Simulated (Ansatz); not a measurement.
The parent structure is ZnO in the wurtzite structure (space group P6_3mc, No. 186; a = 3.235 Å, c = 5.211 Å). Axes: x lies along a and z along c of the hexagonal cell.

Modification: biaxial strain +4.48 %, plane normal [001], relaxed out of plane (Cartesian); in-plane vectors clamped, the third vector and the atoms free.

Level of theory: r2SCAN (Ansatz, a program for electronic structure, PAW, no spin-orbit coupling), earlier PAW set.

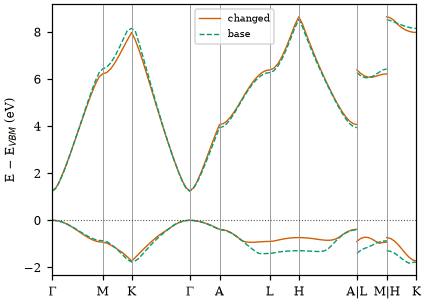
Figure. Highest valence and lowest conduction band along the path, each from its own valence-band maximum

The gap is 1.26 eV, direct at Γ; the base has 1.23 eV.

No phonon test of stability was made.
